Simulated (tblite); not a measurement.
## Geometry relaxation, with input and output: Si$_{2}$PNH$_{7}$ (part 2 of 2)

Si$_{2}$PNH$_{7}$, multiplicity 2; GFN2-xTB geometry optimisation, gas phase (tblite 0.8.0). 

Geometry of the input (Å):
```
Si 1.6467  -0.7495  -0.1353
P  0.1043  0.6120  -0.8267
Si -1.8313  -0.1524  0.0006
N  0.4010  2.2997  -0.3339
H  1.5860  -0.9173  1.3383
H  2.9779  -0.4047  -0.6125
H  1.2862  -2.0769  -0.6795
H  -1.8452  -1.5727  -0.3807
H  -1.6938  -0.0890  1.4582
H  -2.9698  0.5926  -0.4939
H  0.4056  2.4404  0.6864
```

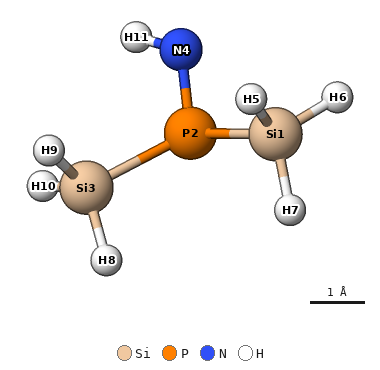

Figure 1. The geometry at step 80 of the log (ball-and-stick view, seen at a tilt; atoms are numbered from 1 in the order of the input).

**Trajectory as extended XYZ, continued**
```
11
Properties=species:S:1:pos:R:3:forces:R:3 step=52 energy=-338.32543
Si    1.7945   -0.8489   -0.1418    0.0070   0.0190  -0.0050
P     0.1393    0.5839   -0.6233   -0.0040  -0.0010   0.0100
Si   -1.8829   -0.1129    0.1054   -0.0140  -0.0080   0.0110
N     0.6292    1.9248    0.0709    0.0350  -0.0340  -0.0190
H     1.9342   -1.0669    1.3001   -0.0100  -0.0080   0.0210
H     3.0222   -0.2891   -0.6991    0.0040  -0.0010  -0.0200
H     1.3980   -2.0941   -0.8056    0.0240   0.0010   0.0110
H    -2.0077   -1.4704   -0.4166   -0.0290   0.0320  -0.0090
H    -2.0111   -0.0953    1.5669    0.0240  -0.0050   0.0040
H    -2.8530    0.8214   -0.4714   -0.0150  -0.0130  -0.0200
H    -0.0950    2.6297    0.1357   -0.0230   0.0190   0.0170
11
Properties=species:S:1:pos:R:3:forces:R:3 step=56 energy=-338.32713
Si    1.8027   -0.8460   -0.1432    0.0240  -0.0270   0.0190
P     0.1321    0.5670   -0.6199    0.0170   0.0510  -0.0190
Si   -1.8942   -0.1080    0.1097   -0.0530  -0.0180   0.0180
N     0.6366    1.9098    0.0612   -0.0070  -0.0230  -0.0050
H     1.9311   -1.0530    1.3031    0.0130   0.0010  -0.0090
H     3.0192   -0.2716   -0.7117   -0.0040   0.0010   0.0070
H     1.4355   -2.1060   -0.7961    0.0040   0.0090   0.0060
H    -2.0388   -1.4589   -0.4257   -0.0190   0.0340   0.0050
H    -2.0166   -0.1019    1.5744    0.0110   0.0070  -0.0470
H    -2.8547    0.8348   -0.4760    0.0170  -0.0290   0.0270
H    -0.0854    2.6160    0.1455   -0.0020  -0.0070  -0.0020
11
Properties=species:S:1:pos:R:3:forces:R:3 step=60 energy=-338.32768
Si    1.8109   -0.8482   -0.1401   -0.0040   0.0110  -0.0090
P     0.1308    0.5590   -0.6165   -0.0010  -0.0200  -0.0070
Si   -1.9031   -0.1071    0.1133    0.0260   0.0010  -0.0150
N     0.6356    1.9051    0.0557   -0.0050   0.0030   0.0140
H     1.9502   -1.0558    1.3038    0.0060   0.0000   0.0110
H     3.0189   -0.2623   -0.7136    0.0070   0.0030   0.0040
H     1.4530   -2.1090   -0.7950   -0.0040  -0.0020   0.0030
H    -2.0612   -1.4510   -0.4302   -0.0160  -0.0040  -0.0040
H    -2.0307   -0.1041    1.5749    0.0110   0.0050  -0.0020
H    -2.8486    0.8460   -0.4728   -0.0240   0.0080   0.0080
H    -0.0880    2.6096    0.1415    0.0030  -0.0050  -0.0040
11
Properties=species:S:1:pos:R:3:forces:R:3 step=64 energy=-338.32827
Si    1.8175   -0.8472   -0.1384   -0.0020  -0.0010  -0.0120
P     0.1327    0.5525   -0.6220   -0.0120  -0.0090   0.0080
Si   -1.9051   -0.1045    0.1073   -0.0080  -0.0110   0.0020
N     0.6345    1.8947    0.0612    0.0070  -0.0090  -0.0060
H     1.9571   -1.0516    1.3063    0.0070   0.0070   0.0040
H     3.0207   -0.2538   -0.7160   -0.0010  -0.0030   0.0120
H     1.4681   -2.1132   -0.7885   -0.0040   0.0020   0.0010
H    -2.0880   -1.4455   -0.4362    0.0050  -0.0010  -0.0060
H    -2.0246   -0.1018    1.5701    0.0200   0.0000  -0.0040
H    -2.8586    0.8509   -0.4628    0.0000   0.0170  -0.0030
H    -0.0866    2.6018    0.1401   -0.0110   0.0070   0.0030
11
Properties=species:S:1:pos:R:3:forces:R:3 step=68 energy=-338.32850
Si    1.8180   -0.8472   -0.1399   -0.0050  -0.0010   0.0280
P     0.1298    0.5478   -0.6227    0.0060   0.0100  -0.0050
Si   -1.9086   -0.1054    0.1054   -0.0130   0.0150  -0.0080
N     0.6347    1.8897    0.0590   -0.0160   0.0060  -0.0020
H     1.9591   -1.0451    1.3068    0.0010   0.0030  -0.0150
H     3.0213   -0.2505   -0.7124    0.0040   0.0000  -0.0020
H     1.4703   -2.1149   -0.7863   -0.0020  -0.0050  -0.0030
H    -2.0936   -1.4450   -0.4398   -0.0020  -0.0050  -0.0070
H    -2.0174   -0.1018    1.5680    0.0080  -0.0050   0.0110
H    -2.8605    0.8566   -0.4599    0.0150  -0.0040   0.0060
H    -0.0855    2.5980    0.1428    0.0040  -0.0130  -0.0040
11
Properties=species:S:1:pos:R:3:forces:R:3 step=72 energy=-338.32861
Si    1.8184   -0.8471   -0.1373    0.0030  -0.0020  -0.0100
P     0.1299    0.5472   -0.6234   -0.0020  -0.0040  -0.0030
Si   -1.9104   -0.1052    0.1037    0.0110  -0.0040   0.0060
N     0.6319    1.8893    0.0596    0.0010   0.0000  -0.0010
H     1.9647   -1.0465    1.3072   -0.0040   0.0020   0.0100
H     3.0223   -0.2512   -0.7110   -0.0050  -0.0020   0.0010
H     1.4716   -2.1147   -0.7856   -0.0020   0.0020   0.0030
H    -2.0994   -1.4444   -0.4429    0.0010   0.0080  -0.0010
H    -2.0121   -0.1018    1.5677    0.0030  -0.0070  -0.0040
H    -2.8606    0.8594   -0.4576    0.0030   0.0060  -0.0010
H    -0.0884    2.5971    0.1407   -0.0090   0.0000  -0.0010
11
Properties=species:S:1:pos:R:3:forces:R:3 step=76 energy=-338.32880
Si    1.8190   -0.8481   -0.1348    0.0070   0.0000  -0.0080
P     0.1303    0.5426   -0.6277   -0.0010   0.0000   0.0030
Si   -1.9088   -0.1028    0.1037    0.0020  -0.0080   0.0010
N     0.6263    1.8853    0.0589    0.0110   0.0020  -0.0070
H     1.9665   -1.0409    1.3109   -0.0070  -0.0020   0.0010
H     3.0206   -0.2493   -0.7101    0.0010  -0.0030   0.0000
H     1.4745   -2.1169   -0.7822    0.0000   0.0010   0.0090
H    -2.1085   -1.4368   -0.4503   -0.0020  -0.0060  -0.0050
H    -2.0004   -0.1106    1.5683   -0.0030   0.0000  -0.0060
H    -2.8535    0.8705   -0.4522    0.0010   0.0060   0.0110
H    -0.0982    2.5892    0.1365   -0.0100   0.0110   0.0030
11
Properties=species:S:1:pos:R:3:forces:R:3 step=80 energy=-338.32896
Si    1.8208   -0.8481   -0.1351   -0.0150   0.0060   0.0250
P     0.1300    0.5398   -0.6303    0.0100   0.0110  -0.0010
Si   -1.9078   -0.1044    0.1023   -0.0040   0.0070  -0.0130
N     0.6245    1.8849    0.0536   -0.0100   0.0060  -0.0030
H     1.9630   -1.0360    1.3126   -0.0030   0.0000  -0.0140
H     3.0210   -0.2483   -0.7095    0.0160   0.0010  -0.0080
H     1.4762   -2.1192   -0.7763    0.0010  -0.0080  -0.0010
H    -2.1142   -1.4353   -0.4565   -0.0040  -0.0030  -0.0060
H    -1.9942   -0.1163    1.5660   -0.0050  -0.0060   0.0160
H    -2.8483    0.8797   -0.4432    0.0040  -0.0070   0.0090
H    -0.1034    2.5854    0.1375    0.0090  -0.0070  -0.0050
11
Properties=species:S:1:pos:R:3:forces:R:3 step=84 energy=-338.32909
Si    1.8208   -0.8470   -0.1322    0.0040   0.0000  -0.0090
P     0.1320    0.5406   -0.6341   -0.0050  -0.0020   0.0010
Si   -1.9048   -0.1052    0.1006    0.0000  -0.0010   0.0060
N     0.6206    1.8875    0.0503    0.0030   0.0000   0.0010
H     1.9603   -1.0353    1.3149    0.0010   0.0050   0.0010
H     3.0226   -0.2513   -0.7103    0.0010  -0.0060   0.0070
H     1.4769   -2.1203   -0.7707   -0.0010   0.0020   0.0010
H    -2.1204   -1.4325   -0.4638    0.0010   0.0040  -0.0050
H    -1.9858   -0.1235    1.5656   -0.0030  -0.0080  -0.0010
H    -2.8431    0.8859   -0.4341   -0.0060   0.0000   0.0030
H    -0.1113    2.5833    0.1349    0.0040   0.0060  -0.0060
11
Properties=species:S:1:pos:R:3:forces:R:3 step=88 energy=-338.32937
Si    1.8225   -0.8446   -0.1314    0.0200  -0.0180  -0.0050
P     0.1324    0.5389   -0.6383   -0.0300  -0.0110  -0.0030
Si   -1.9039   -0.1062    0.1033    0.0040   0.0050   0.0050
N     0.6157    1.8888    0.0431    0.0250   0.0060   0.0010
H     1.9585   -1.0245    1.3166    0.0010   0.0030   0.0140
H     3.0325   -0.2591   -0.7045   -0.0180  -0.0030   0.0010
H     1.4787   -2.1234   -0.7601    0.0010   0.0150   0.0000
H    -2.1339   -1.4200   -0.4853    0.0030  -0.0090  -0.0030
H    -1.9779   -0.1496    1.5689    0.0010  -0.0050  -0.0180
H    -2.8391    0.8984   -0.4117   -0.0020   0.0030   0.0090
H    -0.1177    2.5835    0.1206   -0.0040   0.0140  -0.0010
11
Properties=species:S:1:pos:R:3:forces:R:3 step=92 energy=-338.32957
Si    1.8236   -0.8442   -0.1308   -0.0190   0.0120   0.0170
P     0.1299    0.5373   -0.6430    0.0280   0.0070   0.0080
Si   -1.9030   -0.1079    0.1029   -0.0070  -0.0060  -0.0090
N     0.6160    1.8891    0.0346   -0.0110  -0.0050  -0.0080
H     1.9524   -1.0131    1.3196    0.0030  -0.0010   0.0070
H     3.0356   -0.2625   -0.7010   -0.0080   0.0050  -0.0090
H     1.4789   -2.1248   -0.7524    0.0000  -0.0050  -0.0090
H    -2.1395   -1.4154   -0.4988    0.0030   0.0050   0.0020
H    -1.9712   -0.1669    1.5671    0.0020  -0.0090   0.0040
H    -2.8367    0.9075   -0.3933   -0.0050   0.0010   0.0020
H    -0.1184    2.5832    0.1163    0.0150  -0.0030  -0.0060
11
Properties=species:S:1:pos:R:3:forces:R:3 step=96 energy=-338.33000
Si    1.8222   -0.8425   -0.1190   -0.0080   0.0120  -0.0160
P     0.1311    0.5353   -0.6477    0.0070   0.0000   0.0050
Si   -1.9022   -0.1101    0.1018    0.0010  -0.0110   0.0050
N     0.6162    1.8928    0.0182    0.0040  -0.0110  -0.0010
H     1.9477   -0.9940    1.3334    0.0040  -0.0120   0.0010
H     3.0367   -0.2735   -0.6977   -0.0120   0.0130   0.0040
H     1.4795   -2.1236   -0.7415   -0.0050  -0.0090   0.0150
H    -2.1538   -1.3996   -0.5318    0.0020   0.0080  -0.0040
H    -1.9562   -0.2159    1.5646    0.0040  -0.0010  -0.0040
H    -2.8361    0.9254   -0.3510    0.0030  -0.0010  -0.0020
H    -0.1175    2.5877    0.0919    0.0000   0.0130  -0.0030
11
Properties=species:S:1:pos:R:3:forces:R:3 step=100 energy=-338.33024
Si    1.8227   -0.8403   -0.1150    0.0120  -0.0310   0.0320
P     0.1313    0.5307   -0.6472   -0.0360   0.0050  -0.0150
Si   -1.9030   -0.1131    0.1029    0.0130   0.0260  -0.0060
N     0.6137    1.8936    0.0083   -0.0080   0.0250   0.0100
H     1.9522   -0.9895    1.3390    0.0000  -0.0030  -0.0250
H     3.0355   -0.2715   -0.6956    0.0000   0.0180  -0.0040
H     1.4829   -2.1275   -0.7277   -0.0050   0.0040   0.0110
H    -2.1700   -1.3855   -0.5547   -0.0020  -0.0200  -0.0130
H    -1.9483   -0.2448    1.5627    0.0020  -0.0050   0.0140
H    -2.8288    0.9402   -0.3256    0.0020  -0.0040   0.0000
H    -0.1205    2.5899    0.0740    0.0220  -0.0140  -0.0050
11
Properties=species:S:1:pos:R:3:forces:R:3 step=104 energy=-338.33063
Si    1.8192   -0.8390   -0.1052    0.0020   0.0000  -0.0020
P     0.1286    0.5296   -0.6515    0.0220   0.0120  -0.0070
Si   -1.9004   -0.1162    0.1022   -0.0190  -0.0070   0.0060
N     0.6154    1.8960   -0.0060    0.0050  -0.0040   0.0000
H     1.9510   -0.9812    1.3479    0.0000   0.0010   0.0000
H     3.0279   -0.2673   -0.6923   -0.0010   0.0060   0.0020
H     1.4786   -2.1303   -0.7069   -0.0040  -0.0090   0.0000
H    -2.1821   -1.3696   -0.5878    0.0020  -0.0010  -0.0010
H    -1.9322   -0.2900    1.5587    0.0010  -0.0010   0.0040
H    -2.8253    0.9519   -0.2876   -0.0030   0.0040  -0.0020
H    -0.1130    2.5983    0.0496   -0.0050   0.0000   0.0000
11
Properties=species:S:1:pos:R:3:forces:R:3 step=107 energy=-338.33069
Si    1.8185   -0.8393   -0.1056   -0.0020   0.0000  -0.0040
P     0.1295    0.5307   -0.6533   -0.0020   0.0010  -0.0010
Si   -1.9005   -0.1166    0.1023   -0.0010  -0.0010   0.0000
N     0.6169    1.8961   -0.0063    0.0050   0.0000   0.0000
H     1.9482   -0.9792    1.3478    0.0020   0.0000   0.0040
H     3.0268   -0.2655   -0.6915   -0.0010  -0.0010   0.0010
H     1.4760   -2.1318   -0.7044    0.0010  -0.0020   0.0000
H    -2.1806   -1.3693   -0.5901    0.0010   0.0020   0.0010
H    -1.9294   -0.2933    1.5587    0.0000   0.0000  -0.0020
H    -2.8264    0.9517   -0.2853    0.0000  -0.0010   0.0000
H    -0.1113    2.5988    0.0488   -0.0030   0.0010   0.0010
```

**Key numbers**

| quantity | value |
| --- | --- |
| outcome | converged |
| total energy | −338.3307 eV |
| wall time | 1.6 s |
| peak memory | 0.18 GiB |
